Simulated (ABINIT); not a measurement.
# TiO2 (Anatase): changed settings of a GW run in ABINIT

Aim: change inputs of a GW run on TiO2 (Anatase) and see what moves.

Program: ABINIT 10.8.3. Level of theory: PBE and many-body steps on it, plane waves. Results are calculated unless marked as measured.

### 1. The starting structure

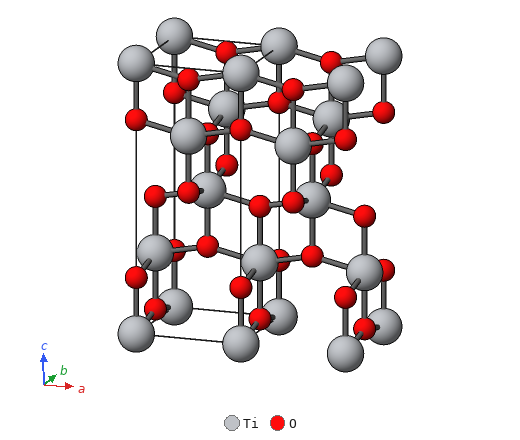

The cell as given, slightly off an axis (titanium light grey, oxygen red). 2×1×1 cells are drawn. This picture shows the conventional cell, with its axes. Some periodic images of atoms are drawn too.

The cell and positions come from the Crystallography Open Database and are kept as given unless a step says otherwise.

### 2. Screening, 4×4×4 mesh, 118 bands, screening to 152.4 eV

This step: ABINIT 10.8.3; RPA screening on PBE, plane waves, norm-conserving pseudopotentials.

The RPA dielectric matrix is built and inverted for each q.

Contents of run.abi:

```
acell 3*1.0 Angstrom
rprim 
  -1.892100000000 1.892100000000 4.757300000000
  1.892100000000 -1.892100000000 4.757300000000
  1.892100000000 1.892100000000 -4.757300000000
ntypat 2
znucl 22 8
natom 6
typat 1 1 2 2 2 2
xred 
  0.000000000000 0.000000000000 0.000000000000
  0.750000000000 0.250000000000 0.500000000000
  0.208100000000 0.208100000000 0.000000000000
  0.958100000000 0.458100000000 0.500000000000
  0.541900000000 0.041900000000 0.500000000000
  0.791900000000 0.791900000000 0.000000000000
pp_dirpath "pseudos"
pseudos "Ti.upf, O.upf"
ecut 38
ngkpt 4 4 4
nshiftk 1
shiftk 0 0 0
kptopt 1
chksymbreak 0
istwfk *1
occopt 1
irdwfk 1
optdriver 3
nband 118
ecuteps 5.6
inclvkb 2
awtr 1
symchi 1
indata_prefix "in"
outdata_prefix "out"
tmpdata_prefix "tmp"
```

On the command line:

```
$ OMP_NUM_THREADS=1 mpirun -n 4 abinit run.abi > log
```

The log of the run:

```text
.Version 10.8.3 of ABINIT. v10.8.2 released Aug 2026.

 Symmetries : space group I4_1/a m d (#141); Bravais tI (body-center tetrag.)
[... echo of the input left out ...]
== DATASET  1 ==================================================================
-   mpi_nproc: 4, omp_nthreads: 1 (-1 if OMP is not activated)

--- !DatasetInfo
iteration_state: {dtset: 1, }
dimensions: {natom: 6, nkpt: 13, mband: 118, nsppol: 1, nspinor: 1, nspden: 1, mpw: 5174, }
cutoff_energies: {ecut:  38.0, pawecutdg:  -1.0, }
electrons: {nelect:   4.80000000E+01, charge:   0.00000000E+00, occopt:   1.00000000E+00, tsmear:   1.00000000E-02, }

 SCREENING: Calculation of the susceptibility and dielectric matrices

 Based on a program developped by R.W. Godby, V. Olevano, G. Onida, and L. Reining.
 Incorporated in ABINIT by V. Olevano, G.-M. Rignanese, and M. Torrent.
.Using double precision arithmetic ; gwpc =  8

[... cell and pseudopotentials left out ...]
--------------------------------------------------------------------------------

 ==== K-mesh for the wavefunctions ====
 Number of points in the irreducible wedge :    13
[... list of points left out ...]
 Together with 16 symmetry operations and time-reversal symmetry
 yields    64 points in the full Brillouin Zone.

 ==== Q-mesh for the screening function ====
 Number of points in the irreducible wedge :    13
[... list of points left out ...]
 Together with 16 symmetry operations and time-reversal symmetry
 yields    64 points in the full Brillouin Zone.

 setmesh: FFT mesh size selected  =    72x   72x   72
          total number of points  =       373248

 vcoul_init : cutoff-mode = AUXILIARY_FUNCTION
 q-points for optical limit:   1
     1)      0.000010    0.000020    0.000030

- screening: taking advantage of time-reversal symmetry
- Maximum band index for partially occupied states nbvw = 24
- Remaining bands to be divided among processors   nbcw = 94
- Number of bands treated by each node ~23

 Number of electrons calculated from density =   48.0000; Expected =   48.0000
 average of density, n =  0.104409
 r_s =    1.3174
 omega_plasma =   31.1690 [eV]

 calculating chi0 at frequencies [eV] :
  1    0.000000E+00    0.000000E+00
  2    0.000000E+00    3.116905E+01

--------------------------------------------------------------------------------
  q-point number  1        q = ( 0.000000, 0.000000, 0.000000) [r.l.u.]
--------------------------------------------------------------------------------
[... chi0 elements left out ...]
 For q-point:  0.000010 0.000020 0.000030
  dielectric constant =   6.6543
  dielectric constant without local fields =   7.0404

  Average fulfillment of the sum rule on Im[epsilon] for q-point    1 :     54.92  [%]
[... wings left out ...]
  q-point number  2        q = ( 0.250000, 0.000000, 0.000000) [r.l.u.]
--------------------------------------------------------------------------------
[... chi0 elements left out ...]
  Average fulfillment of the sum rule on Im[epsilon] for q-point    2 :     65.47  [%]

 [... 11 further q-points ...]
```

Run time: 28 min. Hardware: 4 MPI ranks of Arm Neoverse V1, shared host; peak memory 15 GiB; 1.9 h of CPU time.

This step gave:

* ε∞ with local fields, on this mesh, along the program's q direction: 6.654
* the same without local fields: 7.040
* plasma frequency: 31.17 eV
* plane waves in the screening matrix: 309

Local fields lower ε∞ by 5 %.

### 3. Base

The self-energy is evaluated for the states that the input lists, and the levels follow from it, in one-shot runs by the linearised quasiparticle equation.

This step: G0W0 on PBE, plane waves, norm-conserving pseudopotentials.

Changes to run.abi since step 2:

```diff
@@ -27,8 +27,19 @@
 irdwfk 1
-optdriver 3
+optdriver 4
 nband 118
+gwcalctyp 0
+ecutsigx 38
+symsigma 1
+nkptgw 3
+kptgw 
+  0.5000000000 0.5000000000 0.0000000000
+  0.0000000000 0.0000000000 0.0000000000
+  -0.2500000000 -0.2500000000 0.2500000000
+bdgw 
+  23 26
+  23 26
+  23 26
 ecuteps 5.6
-inclvkb 2
-awtr 1
-symchi 1
+irdscr 1
+ppmodel 1
 indata_prefix "in"
```

The log of the run:

```text
.Version 10.8.3 of ABINIT. v10.8.2 released Aug 2026.

 Symmetries : space group I4_1/a m d (#141); Bravais tI (body-center tetrag.)
[... echo of the input left out ...]
== DATASET  1 ==================================================================
-   mpi_nproc: 4, omp_nthreads: 1 (-1 if OMP is not activated)

--- !DatasetInfo
iteration_state: {dtset: 1, }
dimensions: {natom: 6, nkpt: 13, mband: 118, nsppol: 1, nspinor: 1, nspden: 1, mpw: 5174, }
cutoff_energies: {ecut:  38.0, pawecutdg:  -1.0, }
electrons: {nelect:   4.80000000E+01, charge:   0.00000000E+00, occopt:   1.00000000E+00, tsmear:   1.00000000E-02, }

 SIGMA: Calculation of the GW corrections

 Based on a program developped by R.W. Godby, V. Olevano, G. Onida, and L. Reining.
 Incorporated in ABINIT by V. Olevano, G.-M. Rignanese, and M. Torrent.
.Using double precision arithmetic ; gwpc =  8

[... cell and pseudopotentials left out ...]
--------------------------------------------------------------------------------

 ==== K-mesh for the wavefunctions ====
 Number of points in the irreducible wedge :    13
[... list of points left out ...]
 Together with 16 symmetry operations and time-reversal symmetry
 yields    64 points in the full Brillouin Zone.

 ==== Q-mesh for screening function ====
 Number of points in the irreducible wedge :    13
[... list of points left out ...]
 Together with 16 symmetry operations and time-reversal symmetry
 yields    64 points in the full Brillouin Zone.

 vcoul_init : cutoff-mode = AUXILIARY_FUNCTION
 q-points for optical limit:   1
     1)      0.000010    0.000020    0.000030
 setmesh: FFT mesh size selected  =    72x   72x   72
          total number of points  =       373248

 Number of electrons calculated from density =   48.0000; Expected =   48.0000
 average of density, n =  0.104409
 r_s =    1.3174
 omega_plasma =   31.1690 [eV]

 === KS Band Gaps ===
  >>>> For spin  1
   Minimum direct gap =   2.4917 [eV], located at k-point      :  -0.2500 -0.2500  0.2500
   Fundamental gap    =   2.1887 [eV], Top of valence bands at :   0.5000  0.5000  0.0000
                                       Bottom of conduction at :   0.0000  0.0000  0.0000
 SIGMA fundamental parameters:
 PLASMON POLE MODEL  1
 number of plane-waves for SigmaX                 5117
 number of plane-waves for SigmaC and W            309
 number of plane-waves for wavefunctions          5117
 number of bands                                   118
 number of independent spin polarizations            1
 number of spinorial components                      1
 number of k-points in IBZ                          13
 number of q-points in IBZ                          13
 number of symmetry operations                      16
 number of k-points in BZ                           64
 number of q-points in BZ                           64
 number of frequencies for dSigma/dE                 9
 frequency step for dSigma/dE [eV]                0.25
 number of omega for Sigma on real axis              0
 max omega for Sigma on real axis  [eV]           0.00
 zcut for avoiding poles [eV]                     0.10

 EPSILON^-1 parameters (SCR file):
 dimension of the eps^-1 matrix on file            309
 dimension of the eps^-1 matrix used               309
 number of plane-waves for wavefunctions          5117
 number of bands                                   118
 number of q-points in IBZ                          13
 number of frequencies                               2
 number of real frequencies                          1
 number of imag frequencies                          1

 matrix elements of self-energy operator (all in [eV])

 Perturbative Calculation

--- !SelfEnergy_ee
iteration_state: {dtset: 1, }
kpoint     : [   0.500,    0.500,    0.000, ]
spin       : 1
KS_gap     :    3.429
QP_gap     :    5.200
Delta_QP_KS:    1.771
data: !SigmaeeData |
     Band     E0 <VxcDFT>   SigX SigC(E0)      Z dSigC/dE  Sig(E)    E-E0       E
       23   4.093 -20.082 -24.797   4.960   0.762  -0.312 -19.895   0.187   4.280
       24   4.093 -20.082 -24.797   4.960   0.762  -0.312 -19.895   0.187   4.280
       25   7.522 -21.007 -12.455  -6.012   0.771  -0.298 -19.050   1.958   9.479
       26   7.522 -21.007 -12.455  -6.012   0.771  -0.298 -19.050   1.958   9.479

--- !SelfEnergy_ee
iteration_state: {dtset: 1, }
kpoint     : [   0.000,    0.000,    0.000, ]
spin       : 1
KS_gap     :    2.617
QP_gap     :    4.191
Delta_QP_KS:    1.573
data: !SigmaeeData |
     Band     E0 <VxcDFT>   SigX SigC(E0)      Z dSigC/dE  Sig(E)    E-E0       E
       23   3.664 -19.550 -24.420   5.015   0.761  -0.315 -19.440   0.111   3.775
       24   3.664 -19.550 -24.420   5.015   0.761  -0.315 -19.440   0.111   3.775
[...]
--- !SelfEnergy_ee
iteration_state: {dtset: 1, }
kpoint     : [  -0.250,   -0.250,    0.250, ]
spin       : 1
KS_gap     :    2.492
QP_gap     :    4.028
Delta_QP_KS:    1.536
data: !SigmaeeData |
     Band     E0 <VxcDFT>   SigX SigC(E0)      Z dSigC/dE  Sig(E)    E-E0       E
[...]
24   3.893 -20.281 -24.944   4.892   0.765  -0.308 -20.106   0.174   4.067
       25   6.385 -19.488 -11.831  -5.475   0.784  -0.275 -17.778   1.711   8.095
       26   6.912 -20.310 -12.031  -5.900   0.777  -0.288 -18.462   1.848   8.759

== END DATASET(S) ==============================================================
================================================================================

 -outvars: echo values of variables after computation  --------
           etotal      0.0000000000E+00
            nband         118
             nkpt          13
          spgroup         141
 [... the other variables as echoed above ...]

 Calculation completed.
```

Run time: 72 s. Hardware: 4 MPI ranks; peak memory 10 GiB.

Numbers from this step:

| Quantity | Value |
| --- | --- |
| G0W0 gap on the points computed | 3.686 eV |
| starting gap on the mesh | 2.189 eV |
| k of the valence top | 0.5, 0.5, 0 |
| k of the conduction bottom | 0, 0, 0 |
| Z at the valence top | 0.762 |
| Z at the conduction bottom | 0.785 |
| least direct G0W0 gap on the computed points | 4.028 eV |

The gap on the mesh goes from 2.19 eV to 3.69 eV, a correction of +1.50 eV.

### 4. Coulomb singularity

Changes to run.abi since step 3:

```diff
@@ -44,2 +44,3 @@
 ppmodel 1
+gw_icutcoul 3
 indata_prefix "in"
```

The log of the run:

```text
.Version 10.8.3 of ABINIT. v10.8.2 released Aug 2026.

 Symmetries : space group I4_1/a m d (#141); Bravais tI (body-center tetrag.)
[... echo of the input left out ...]
== DATASET  1 ==================================================================
-   mpi_nproc: 4, omp_nthreads: 1 (-1 if OMP is not activated)

--- !DatasetInfo
iteration_state: {dtset: 1, }
dimensions: {natom: 6, nkpt: 13, mband: 118, nsppol: 1, nspinor: 1, nspden: 1, mpw: 5174, }
cutoff_energies: {ecut:  38.0, pawecutdg:  -1.0, }
electrons: {nelect:   4.80000000E+01, charge:   0.00000000E+00, occopt:   1.00000000E+00, tsmear:   1.00000000E-02, }

 SIGMA: Calculation of the GW corrections

 Based on a program developped by R.W. Godby, V. Olevano, G. Onida, and L. Reining.
 Incorporated in ABINIT by V. Olevano, G.-M. Rignanese, and M. Torrent.
.Using double precision arithmetic ; gwpc =  8

[... cell and pseudopotentials left out ...]
--------------------------------------------------------------------------------

 ==== K-mesh for the wavefunctions ====
 Number of points in the irreducible wedge :    13
[... list of points left out ...]
 Together with 16 symmetry operations and time-reversal symmetry
 yields    64 points in the full Brillouin Zone.

 ==== Q-mesh for screening function ====
 Number of points in the irreducible wedge :    13
[... list of points left out ...]
 Together with 16 symmetry operations and time-reversal symmetry
 yields    64 points in the full Brillouin Zone.

 vcoul_init : cutoff-mode = CRYSTAL
 q-points for optical limit:   1
     1)      0.000010    0.000020    0.000030
 setmesh: FFT mesh size selected  =    72x   72x   72
          total number of points  =       373248

 Number of electrons calculated from density =   48.0000; Expected =   48.0000
[...]
number of plane-waves for wavefunctions          5117
 number of bands                                   118
 number of q-points in IBZ                          13
 number of frequencies                               2
 number of real frequencies                          1
 number of imag frequencies                          1

 matrix elements of self-energy operator (all in [eV])

 Perturbative Calculation

--- !SelfEnergy_ee
iteration_state: {dtset: 1, }
kpoint     : [   0.500,    0.500,    0.000, ]
spin       : 1
KS_gap     :    3.429
QP_gap     :    5.182
Delta_QP_KS:    1.753
data: !SigmaeeData |
     Band     E0 <VxcDFT>   SigX SigC(E0)      Z dSigC/dE  Sig(E)    E-E0       E
       23   4.093 -20.082 -24.588   4.871   0.765  -0.308 -19.803   0.279   4.372
       24   4.093 -20.082 -24.588   4.871   0.765  -0.308 -19.803   0.279   4.372
       25   7.522 -21.007 -12.455  -5.923   0.773  -0.294 -18.975   2.032   9.554
[...]
--- !SelfEnergy_ee
iteration_state: {dtset: 1, }
kpoint     : [   0.000,    0.000,    0.000, ]
spin       : 1
KS_gap     :    2.617
QP_gap     :    4.174
Delta_QP_KS:    1.557
data: !SigmaeeData |
     Band     E0 <VxcDFT>   SigX SigC(E0)      Z dSigC/dE  Sig(E)    E-E0       E
[...]
--- !SelfEnergy_ee
iteration_state: {dtset: 1, }
kpoint     : [  -0.250,   -0.250,    0.250, ]
spin       : 1
KS_gap     :    2.492
QP_gap     :    4.010
Delta_QP_KS:    1.519
data: !SigmaeeData |
     Band     E0 <VxcDFT>   SigX SigC(E0)      Z dSigC/dE  Sig(E)    E-E0       E
[...]
25   6.385 -19.488 -11.831  -5.387   0.787  -0.271 -17.702   1.786   8.170
       26   6.912 -20.310 -12.031  -5.811   0.779  -0.284 -18.387   1.922   8.834

== END DATASET(S) ==============================================================
================================================================================

 -outvars: echo values of variables after computation  --------
           etotal      0.0000000000E+00
            nband         118
             nkpt          13
          spgroup         141
 [... the other variables as echoed above ...]

 Calculation completed.
```

Run time: 72 s. Hardware: 4 MPI ranks; peak memory 10 GiB; 4.8 min of CPU time.

This step gave:

| Quantity | Value |
| --- | --- |
| G0W0 gap on the points computed | 3.669 eV |
| starting gap on the mesh | 2.189 eV |
| k of the valence top | 0.5, 0.5, 0 |
| k of the conduction bottom | 0, 0, 0 |
| Z at the valence top | 0.765 |
| Z at the conduction bottom | 0.788 |
| least direct G0W0 gap on the computed points | 4.01 eV |

Against G0W0 in ABINIT (4×4×4 mesh, 118 bands, screening to 152.4 eV, Godby-Needs plasmon pole), the gap moves by −0.017 eV.

### 5. Side by side

Times are wall times on 4 MPI ranks of Arm Neoverse V1, shared host. The host was busy with other work, so they are no guide to cost. A run's time includes the screening step that it read.

```
                run   mesh  bands  screening cutoff (eV)  DFT gap (eV)  gap on the mesh (eV)  direct (eV)  ε∞ used    time
               base  4×4×4    118                  152.4         2.189                 3.686        4.028     6.65  29 min
Coulomb singularity  4×4×4    118                  152.4         2.189                 3.669        4.010     6.65  29 min
```

### 6. Results

```json
{"base": "3.686 eV", "Coulomb singularity": "3.669 eV", "known limits": "not at the basis limit"}
```

What this shows: Coulomb singularity: −0.017 eV against base (keys changed: gw_icutcoul). Bands and cutoff are finite, so the gap is not at the basis limit. The miss can reach some tenths of an eV and take either sign; the mesh is an error of its own. In the G0W0 runs levels were corrected at 3 k points alone, so a gap called «on the mesh» is the least over those, and an edge elsewhere would be missed.

[Paths, hosts, dates, memory and timing lines, banners, echoed tables and standing remarks are left out of the program output.]

[Logs are printed without paths, hosts, clocks, repeated set-up lines and the standing remarks that a program may print on its own settings, such as how far it seeks lower states.]

[Runs of the session that timed out or met a known fault of the program may be left out.]

[Hosts, paths, dates, database ids (printed as entryN), source tags and the programs' standing remarks are cut or masked in the printed files.]

[G0W0 gaps are taken among the corrected bands and points alone; a level outside them can change the order at an edge.]

[Where Ansatz stands beside ABINIT at settings called matched, ABINIT's density can come from a denser mesh and the files from another edition; pairs whose starting gaps differed by over 0.03 eV were left out, so agreement reads better than it is.]
